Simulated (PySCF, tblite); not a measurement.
**H14N3PSi4, a small molecule taken as a stand-in for a surface group (nitrogen-backed Si): NMR shifts, core binding energies and electronic excitations**

What NMR shifts, core binding energies and electronic excitations should one expect for `[SiH3]N[Si](P)(N[SiH3])N[SiH3]`?

Computed with tblite 0.8.0 and PySCF 2.14.0; each step states its level. No surroundings beyond the atoms listed, unless a continuum is named. Atoms count from 0, parts from 1.

### 1 The system as given

22 atoms, charge 0, multiplicity 1; geometry: distance geometry start.

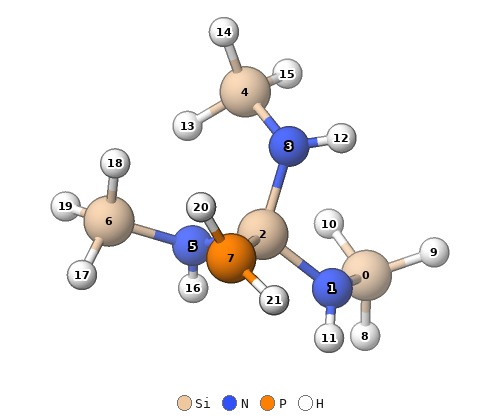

The starting geometry (silicon light orange, nitrogen blue, phosphorus orange, hydrogen white), atoms numbered.

### 2 Geometry optimisation with GFN2-xTB

Job settings and geometry (Å):

```
{"job": {"kind": "relax", "xc": "GFN2-xTB", "basis": "xTB"}, "charge": 0, "multiplicity": 1}
Si    -1.971903     3.519378    -0.727001
N     -0.371248     3.014754    -1.390157
Si     0.292073     1.445277    -0.787073
N      0.520081     1.519071     1.010085
Si    -0.447662     0.356255     1.998736
N     -0.838563     0.101807    -1.179884
Si    -0.121090    -1.583751    -1.225339
P      2.237158     1.060831    -1.704937
H     -2.899626     3.752390    -1.761714
H     -1.828010     4.711233     0.032057
H     -2.486449     2.517116     0.169036
H     -0.235665     3.208164    -2.388001
H      0.592647     2.482686     1.417795
H     -1.040912    -0.606916     1.145027
H      0.402489    -0.309087     2.921977
H     -1.459623     1.020839     2.712874
H     -1.546490     0.290868    -1.890726
H      0.446113    -1.801663    -2.490060
H      0.863487    -1.706233    -0.229713
H     -1.152575    -2.538986    -0.999760
H      3.098450     0.271614    -0.994412
H      2.789750     2.120776    -2.389456
```

With the program's defaults for keys left out, this is: GFN2-xTB geometry optimisation, gas phase.

On the command line:

```
$ OMP_NUM_THREADS=1 python cluster_run.py task.json out
```

This one command runs all jobs of the session in turn.

The program printed:

```text
step      E/eV     max force
  0    -691.42892    2.639
  1    -691.92933    1.975
  2    -692.29299    1.720
  3    -692.47948    1.264
  4    -692.73203    1.684
  5    -692.88045    1.096
  6    -693.02288    0.533
  7    -693.04205    0.356
  8    -693.07533    0.447
  9    -693.09282    0.516
 10    -693.13479    0.515
 11    -693.16644    0.369
 12    -693.19163    0.335
 13    -693.21017    0.335
 14    -693.22684    0.292
 15    -693.24290    0.304
 16    -693.26091    0.315
 17    -693.27754    0.282
 18    -693.29121    0.287
 19    -693.30381    0.232
 20    -693.31642    0.313
 21    -693.32890    0.312
 22    -693.34056    0.430
 23    -693.35012    0.334
 24    -693.35624    0.196
 25    -693.36111    0.139
 26    -693.36501    0.186
 27    -693.37133    0.237
 28    -693.37802    0.249
 29    -693.38399    0.174
 30    -693.38758    0.130
 31    -693.38987    0.137
 32    -693.39141    0.082
 33    -693.39274    0.082
 34    -693.39448    0.126
 35    -693.39690    0.160
 36    -693.39928    0.166
 37    -693.40116    0.112
 38    -693.40267    0.102
 39    -693.40442    0.118
 40    -693.40678    0.156
 41    -693.40929    0.157
 42    -693.41106    0.107
 43    -693.41212    0.086
 44    -693.41296    0.084
 45    -693.41395    0.098
 46    -693.41518    0.094
 47    -693.41631    0.070
 48    -693.41703    0.051
 49    -693.41751    0.043
 50    -693.41803    0.064
 51    -693.41876    0.080
 52    -693.41959    0.069
 53    -693.42025    0.056
 54    -693.42068    0.047
 55    -693.42110    0.056
 56    -693.42168    0.060
 57    -693.42249    0.086
 58    -693.42326    0.057
 59    -693.42382    0.053
 60    -693.42425    0.059
 61    -693.42482    0.073
 62    -693.42569    0.069
 63    -693.42665    0.062
 64    -693.42735    0.049
 65    -693.42772    0.035
 66    -693.42797    0.035
 67    -693.42823    0.038
 68    -693.42860    0.045
 69    -693.42919    0.058
 70    -693.43010    0.067
 71    -693.43114    0.062
 72    -693.43197    0.065
 73    -693.43265    0.066
 74    -693.43324    0.074
 75    -693.43398    0.088
 76    -693.43530    0.115
 77    -693.43774    0.135
 78    -693.44066    0.161
 79    -693.44283    0.136
 80    -693.44413    0.201
 81    -693.44617    0.094
 82    -693.44728    0.067
 83    -693.45049    0.089
 84    -693.45274    0.129
 85    -693.45581    0.216
 86    -693.45837    0.172
 87    -693.46084    0.106
 88    -693.46264    0.106
 89    -693.46464    0.161
 90    -693.46667    0.164
 91    -693.46845    0.101
 92    -693.46978    0.076
 93    -693.47061    0.100
 94    -693.47139    0.077
 95    -693.47215    0.076
 96    -693.47280    0.050
 97    -693.47324    0.032
 98    -693.47364    0.030
 99    -693.47387    0.039
100    -693.47411    0.040
101    -693.47438    0.029
102    -693.47472    0.038
103    -693.47508    0.045
104    -693.47546    0.055
105    -693.47588    0.074
106    -693.47640    0.067
107    -693.47691    0.065
108    -693.47731    0.044
109    -693.47756    0.038
110    -693.47774    0.033
111    -693.47795    0.028
112    -693.47822    0.035
113    -693.47849    0.029
114    -693.47874    0.049
115    -693.47895    0.032
116    -693.47913    0.028
117    -693.47929    0.031
118    -693.47945    0.031
119    -693.47963    0.029
120    -693.47985    0.033
121    -693.48006    0.036
122    -693.48030    0.035
123    -693.48058    0.040
124    -693.48096    0.054
125    -693.48147    0.065
126    -693.48204    0.055
127    -693.48259    0.049
128    -693.48310    0.054
129    -693.48360    0.045
130    -693.48403    0.045
131    -693.48437    0.043
132    -693.48463    0.036
133    -693.48488    0.039
134    -693.48512    0.031
135    -693.48539    0.033
136    -693.48561    0.038
137    -693.48578    0.041
138    -693.48590    0.032
139    -693.48603    0.026
140    -693.48621    0.025
141    -693.48644    0.028
142    -693.48668    0.058
143    -693.48685    0.028
144    -693.48696    0.057
145    -693.48705    0.017
146    -693.48713    0.017
147    -693.48720    0.024
148    -693.48729    0.029
149    -693.48741    0.022
150    -693.48755    0.022
151    -693.48769    0.024
152    -693.48782    0.029
153    -693.48797    0.032
154    -693.48812    0.026
155    -693.48828    0.026
156    -693.48842    0.032
157    -693.48855    0.032
158    -693.48870    0.042
159    -693.48887    0.042
160    -693.48904    0.028
161    -693.48915    0.020
162    -693.48922    0.024
163    -693.48929    0.027
164    -693.48941    0.042
165    -693.48956    0.032
166    -693.48970    0.025
167    -693.48977    0.015
168    -693.48981    0.016
169    -693.48987    0.020
170    -693.48996    0.023
171    -693.49005    0.023
172    -693.49010    0.014
173    -693.49014    0.013
174    -693.49017    0.014
175    -693.49021    0.018
176    -693.49025    0.014
177    -693.49028    0.014
178    -693.49030    0.010
179    -693.49031    0.011
180    -693.49033    0.014
181    -693.49036    0.013
182    -693.49040    0.013
183    -693.49043    0.015
184    -693.49046    0.012
185    -693.49049    0.016
186    -693.49051    0.016
187    -693.49053    0.009
188    -693.49054    0.007
```

Run time: 71 s. Hardware: 1 thread of AMD EPYC, shared host.

Relaxation path:

```csv
step,energy from step 0 (eV),largest force (eV/Å)
0,0.0000,2.6388
7,-1.6131,0.3551
14,-1.7979,0.2917
21,-1.9000,0.3130
28,-1.9491,0.2490
35,-1.9680,0.1600
42,-1.9821,0.1070
49,-1.9886,0.0432
56,-1.9928,0.0599
63,-1.9977,0.0617
70,-2.0012,0.0669
77,-2.0088,0.1353
84,-2.0238,0.1291
91,-2.0395,0.1016
98,-2.0447,0.0297
105,-2.0470,0.0743
112,-2.0493,0.0349
119,-2.0507,0.0289
126,-2.0531,0.0550
133,-2.0560,0.0386
140,-2.0573,0.0252
147,-2.0583,0.0246
154,-2.0592,0.0262
161,-2.0602,0.0200
168,-2.0609,0.0162
175,-2.0613,0.0172
182,-2.0615,0.0132
188,-2.0616,0.0075
```

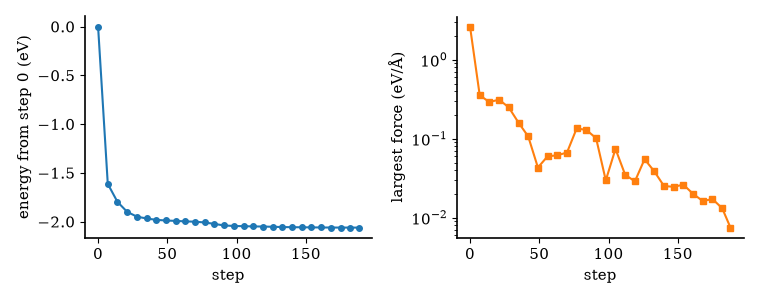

Energy and force, step by step.

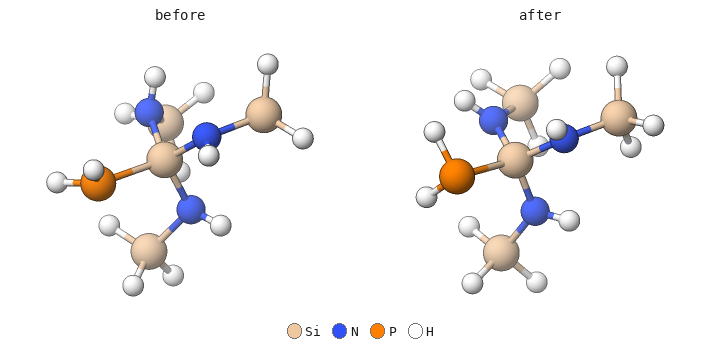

The geometry before (left) and after (right).

Close pairs (by a distance rule), those that changed most:

```csv
bond,before (Å),after (Å),change (Å)
N5–Si6,1.832,1.728,-0.105
Si2–N3,1.813,1.734,-0.079
Si0–N1,1.805,1.727,-0.078
N1–Si2,1.807,1.733,-0.074
N3–Si4,1.807,1.733,-0.074
Si2–N5,1.799,1.728,-0.071
Si6–H17,1.403,1.470,+0.067
Si4–H15,1.406,1.469,+0.064
```

### 3 Geometry optimisation at PBE0-D3(BJ)/def2-SVP

Job settings and geometry (Å):

```
{"job": {"xc": "PBE0", "basis": "def2-SVP", "d3": "d3bj", "grid": 2, "kind": "geom", "shake": 0.01}, "charge": 0, "multiplicity": 1}
Si    -1.918438     2.161823    -0.301608
N     -0.405794     1.711730    -0.933846
Si     0.523002     0.322143    -0.519607
N      0.934138     0.186914     1.176495
Si    -0.177059    -0.200625     2.475334
N     -0.406048    -1.048030    -0.956058
Si     0.088658    -2.713819    -0.980079
P      2.462985     0.487821    -1.699927
H     -2.553009     3.011058    -1.337344
H     -1.811655     2.970922     0.937515
H     -2.704855     0.962194    -0.039855
H      0.108157     2.436399    -1.418850
H      1.781858     0.529383     1.444806
H     -1.011760    -1.335412     2.108916
H      0.715692    -0.520841     3.606128
H     -1.024317     0.968735     2.836105
H     -1.264370    -0.813725    -1.415478
H      0.982727    -2.978696    -2.094456
H      0.753609    -3.024246     0.282714
H     -1.190005    -3.459300    -1.133938
H      2.889400    -0.761399    -1.321301
H      3.172407     1.091959    -0.701332
```

The program printed:

```text
step   0  E = -1670.73847393  max force = 0.067532
step   1  E = -1670.75277894  max force = 0.005609
step   2  E = -1670.75343361  max force = 0.001783
step   3  E = -1670.75376272  max force = 0.001955
step   4  E = -1670.75399006  max force = 0.001514
step   5  E = -1670.75428669  max force = 0.001885
step   6  E = -1670.75443373  max force = 0.001321
step   7  E = -1670.75471603  max force = 0.001712
step   8  E = -1670.75504331  max force = 0.003707
step   9  E = -1670.75532597  max force = 0.003667
step  10  E = -1670.75588606  max force = 0.002456
step  11  E = -1670.75606177  max force = 0.002237
step  12  E = -1670.75622824  max force = 0.001838
step  13  E = -1670.75637271  max force = 0.001671
step  14  E = -1670.75652189  max force = 0.001073
step  15  E = -1670.75663666  max force = 0.001406
step  16  E = -1670.75680743  max force = 0.002255
step  17  E = -1670.75700818  max force = 0.002414
step  18  E = -1670.75737353  max force = 0.002311
step  19  E = -1670.75761208  max force = 0.002532
step  20  E = -1670.75779245  max force = 0.002326
step  21  E = -1670.75804757  max force = 0.001165
step  22  E = -1670.75820036  max force = 0.000681
step  23  E = -1670.75831135  max force = 0.001071
step  24  E = -1670.75842636  max force = 0.001278
step  25  E = -1670.75859427  max force = 0.001957
step  26  E = -1670.75874690  max force = 0.001127
step  27  E = -1670.75891879  max force = 0.001239
step  28  E = -1670.75901395  max force = 0.001343
step  29  E = -1670.75906075  max force = 0.001016
step  30  E = -1670.75909900  max force = 0.000733
step  31  E = -1670.75913554  max force = 0.000700
step  32  E = -1670.75916026  max force = 0.000922
step  33  E = -1670.75917512  max force = 0.000661
step  34  E = -1670.75918297  max force = 0.000376
optimisation converged
```

It took 53 min on 1 thread of AMD EPYC, shared host; peak memory 1.3 GiB.

Relaxation path: (not every step is listed)

| step | energy from step 0 (eV) | largest force component (eV/Å) |
| --- | --- | --- |
| 0 | 0.0000 | 3.4726 |
| 1 | -0.3893 | 0.2884 |
| 2 | -0.4071 | 0.0917 |
| 3 | -0.4160 | 0.1005 |
| 4 | -0.4222 | 0.0779 |
| 5 | -0.4303 | 0.0969 |
| 6 | -0.4343 | 0.0679 |
| 7 | -0.4420 | 0.0880 |
| 8 | -0.4509 | 0.1906 |
| 10 | -0.4738 | 0.1263 |
| 12 | -0.4831 | 0.0945 |
| 14 | -0.4911 | 0.0552 |
| 16 | -0.4989 | 0.1160 |
| 18 | -0.5143 | 0.1188 |
| 20 | -0.5257 | 0.1196 |
| 22 | -0.5368 | 0.0350 |
| 24 | -0.5429 | 0.0657 |
| 26 | -0.5517 | 0.0580 |
| 28 | -0.5589 | 0.0691 |
| 29 | -0.5602 | 0.0522 |
| 30 | -0.5612 | 0.0377 |
| 31 | -0.5622 | 0.0360 |
| 32 | -0.5629 | 0.0474 |
| 33 | -0.5633 | 0.0340 |
| 34 | -0.5635 | 0.0193 |

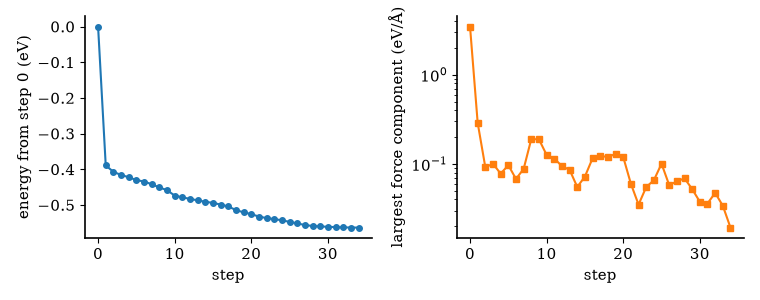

Energy and largest force along the relaxation.

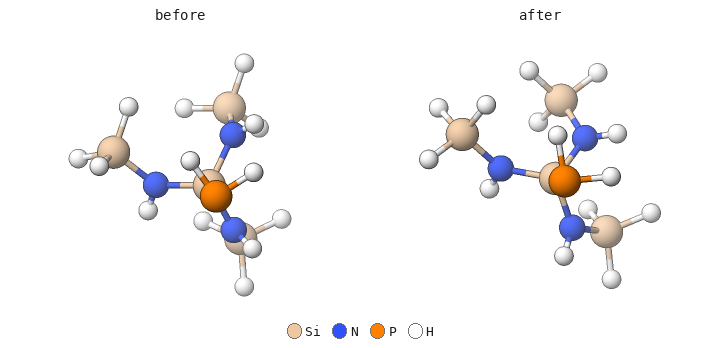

The geometry before (left) and after (right).

Distances of close pairs at the start and the end, largest changes first:

```
   bond  before (Å)  after (Å)  change (Å)
 P7–H21       1.366      1.430      +0.064
 N3–H12       0.953      1.016      +0.063
 P7–H20       1.373      1.428      +0.055
 Si0–N1       1.700      1.747      +0.047
Si6–H17       1.453      1.497      +0.044
Si4–H13       1.456      1.493      +0.038
Si0–H10       1.458      1.494      +0.036
Si6–H18       1.461      1.492      +0.031
```

The next job starts from the end point, and lists it.

| at the end point | value |
| --- | --- |
| point group (found at 0.08 Å tolerance) | C1 |
| rotational constants (GHz, main isotopes) | 0.869, 0.634, 0.485 |
| dipole moment (D) | 0.67 |

### 4 NMR shieldings: PBE0/pcSseg-1

Job settings and geometry (Å):

```
{"job": {"kind": "nmr", "xc": "PBE0", "basis": "pcSseg-1"}, "charge": 0, "multiplicity": 1}
Si    -1.557850     2.642506    -0.260243
N     -0.584237     1.568121    -1.235538
Si     0.400578     0.310499    -0.569379
N      0.367989     0.529414     1.151928
Si    -0.405145    -0.596118     2.244246
N     -0.319213    -1.246007    -0.864775
Si     0.374804    -2.845678    -0.882872
P      2.446375     0.419692    -1.529314
H     -2.291509     3.533666    -1.210615
H     -0.744486     3.505206     0.653087
H     -2.553415     1.904693     0.574304
H     -0.551014     1.752737    -2.233476
H      0.899437     1.285404     1.573028
H     -1.856662    -0.768469     1.937960
H      0.230565    -1.950832     2.237460
H     -0.263411    -0.021924     3.617455
H     -1.288367    -1.175282    -1.168768
H      0.500267    -3.400478    -2.267561
H      1.736305    -2.748077    -0.280785
H     -0.459344    -3.798828    -0.088729
H      3.045377    -0.491785    -0.607227
H      2.819898     1.574879    -0.774614
```

Level: GIAO PBE0/pcSseg-1 NMR shielding, non-relativistic, gas phase.

The program printed:

```text
coarse grid: 19992 points
cycle   1  E = -1671.1246908737  dE =  2.944e-01  |g| = 6.848e-01  |ddm| = 4.269e+00
cycle   2  E = -1671.0239068374  dE =  1.008e-01  |g| = 9.543e-01  |ddm| = 1.368e+00
cycle   3  E = -1671.2194930218  dE = -1.956e-01  |g| = 8.216e-02  |ddm| = 9.369e-01
cycle   4  E = -1671.2212057484  dE = -1.713e-03  |g| = 2.805e-02  |ddm| = 1.566e-01
cycle   5  E = -1671.2214205440  dE = -2.148e-04  |g| = 5.862e-03  |ddm| = 4.807e-02
cycle   6  E = -1671.2214274414  dE = -6.897e-06  |g| = 2.274e-03  |ddm| = 8.826e-03
final grid: 167816 points
cycle   7  E = -1671.2568826845  dE = -2.133e-05  |g| = 8.669e-03  |ddm| = 2.513e-02
cycle   8  E = -1671.2568625250  dE =  2.016e-05  |g| = 1.300e-02  |ddm| = 1.832e-02
cycle   9  E = -1671.2568986076  dE = -3.608e-05  |g| = 5.599e-04  |ddm| = 1.107e-02
cycle  10  E = -1671.2568986713  dE = -6.363e-08  |g| = 1.958e-04  |ddm| = 9.334e-04
cycle  11  E = -1671.2568986810  dE = -9.751e-09  |g| = 5.776e-05  |ddm| = 2.813e-04
cycle  12  E = -1671.2568986815  dE = -5.220e-10  |g| = 2.786e-05  |ddm| = 6.386e-05
converged SCF energy = -1671.2568986815

GIAO shielding tensors (ppm)
atom      isotropic    diamagn.    paramagn.     s11        s22        s33       span
  0 Si     410.244     879.120    -468.875    366.084    396.946    467.702    101.618
  1 N      234.545     327.084     -92.539    207.975    217.253    278.408     70.433
  2 Si     359.902     883.332    -523.430    342.061    358.131    379.514     37.453
  3 N      229.672     329.353     -99.681    200.791    219.822    268.405     67.614
  4 Si     408.891     880.611    -471.720    365.765    397.036    463.871     98.106
  5 N      232.974     329.148     -96.173    205.325    226.040    267.558     62.233
  6 Si     407.485     879.233    -471.748    364.016    393.067    465.372    101.355
  7 P      576.175     968.891    -392.717    536.391    585.719    606.414     70.023
  8 H       26.737      27.762      -1.025     23.367     24.476     32.369      9.002
  9 H       26.689      29.287      -2.599     23.051     24.993     32.022      8.971
 10 H       26.581      29.956      -3.375     22.834     25.653     31.255      8.421
 11 H       30.911      32.453      -1.541     22.380     28.266     42.089     19.709
 12 H       30.974      35.285      -4.311     23.480     27.869     41.574     18.094
 13 H       26.533      31.000      -4.467     23.177     24.962     31.459      8.283
 14 H       26.633      30.746      -4.113     22.733     25.886     31.279      8.547
 15 H       26.662      29.132      -2.469     23.287     24.396     32.303      9.015
 16 H       31.142      34.906      -3.764     22.945     29.345     41.137     18.191
 17 H       26.580      27.795      -1.215     22.632     24.395     32.713     10.081
 18 H       26.698      30.257      -3.560     23.339     26.398     30.356      7.016
 19 H       26.498      28.661      -2.162     22.568     24.828     32.098      9.531
 20 H       29.269      31.587      -2.318     24.469     27.708     35.630     11.161
 21 H       29.793      30.986      -1.193     25.094     27.666     36.620     11.527
```

Wall time 2.8 min (1 thread of AMD EPYC, shared host); peak memory 1.5 GiB.

Shifts follow as δ = σ(reference) − σ, with reference shieldings (ppm) from runs at the same level and on the same kind of geometry: $^{1}$H TMS 31.27, $^{29}$Si TMS 352.0, $^{15}$N NH3 265.7, $^{31}$P H3PO4 310.1. The references are single molecules in the gas phase, so shifts against H2O, NH3, PH3, H3PO4 or CFCl3 are not on the usual liquid scales and can be off by tens of ppm.

```csv
atoms,environment,σ (ppm),δ (ppm)
H19,hydrogen on a silicon bonded to N,26.50,4.77
H13,hydrogen on a silicon bonded to N,26.53,4.73
H17,hydrogen on a silicon bonded to N,26.58,4.69
H10,hydrogen on a silicon bonded to N,26.58,4.69
H14,hydrogen on a silicon bonded to N,26.63,4.63
H15,hydrogen on a silicon bonded to N,26.66,4.60
H9,hydrogen on a silicon bonded to N,26.69,4.58
H18,hydrogen on a silicon bonded to N,26.70,4.57
H8,hydrogen on a silicon bonded to N,26.74,4.53
H20,hydrogen on a phosphorus bonded to Si,29.27,2.00
H21,hydrogen on a phosphorus bonded to Si,29.79,1.47
H11,hydrogen on a nitrogen bonded to 2 Si,30.91,0.36
H12,hydrogen on a nitrogen bonded to 2 Si,30.97,0.29
H16,hydrogen on a nitrogen bonded to 2 Si,31.14,0.12
Si2,"silicon bonded to 3 N, P",359.9,-7.9
Si6,"silicon bonded to N, 3 H",407.5,-55.5
Si4,"silicon bonded to N, 3 H",408.9,-56.9
Si0,"silicon bonded to N, 3 H",410.2,-58.3
N3,"nitrogen bonded to 2 Si, H",229.7,36.0
N5,"nitrogen bonded to 2 Si, H",233.0,32.7
N1,"nitrogen bonded to 2 Si, H",234.5,31.1
P7,"phosphorus bonded to Si, 2 H",576.2,-266.0
```

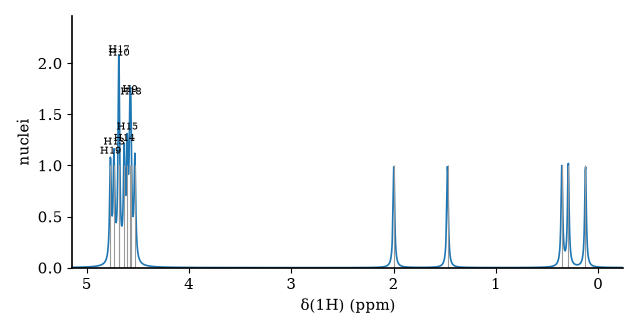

$^{1}$H lines at the computed shifts, without couplings. Lines are broadened to a width of 0.02 ppm (Lorentzian).

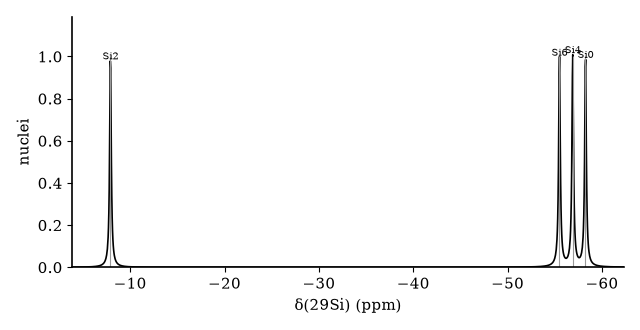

$^{29}$Si lines at the computed shifts, without couplings. Lines are broadened to a width of 0.20 ppm (Lorentzian).

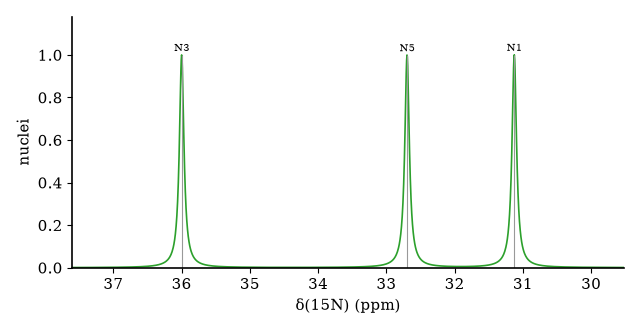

$^{15}$N lines at the computed shifts, without couplings. Lines are broadened to a width of 0.08 ppm (Lorentzian).

The run also stored atomic charges by several schemes (e):

```
atoms  Mulliken    IAO  Hirshfeld  ESP fit
  Si0      0.60   0.72       0.33     0.43
   N1     -0.85  -0.94      -0.33    -0.63
  Si2      1.11   1.18       0.41     0.68
   N3     -0.86  -0.94      -0.32    -0.73
  Si4      0.60   0.72       0.33     0.47
   N5     -0.86  -0.94      -0.32    -0.70
  Si6      0.60   0.72       0.34     0.53
   P7     -0.25  -0.15      -0.04    -0.39
```

ESP fit charges:

Si0 0.43; N1 -0.63; Si2 0.68; N3 -0.73; Si4 0.47; N5 -0.70; Si6 0.53; P7 -0.39; H8 -0.11; H9 -0.10; H10 -0.09; H11 0.33; H12 0.35; H13 -0.09; H14 -0.11; H15 -0.10; H16 0.35; H17 -0.12; H18 -0.08; H19 -0.12; H20 0.12; H21 0.11

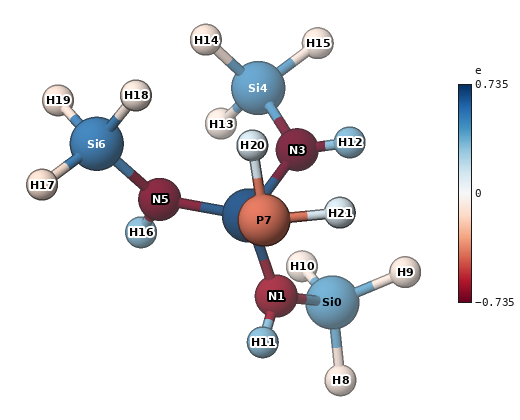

ESP fit charges, as colours on the atoms.

Mayer bond orders: Si0–N1 0.94, N1–Si2 0.96, Si2–N3 0.90, N3–Si4 0.92, Si2–N5 0.92, N5–Si6 0.92, Si2–P7 1.00.

[end of part 1 of 2]
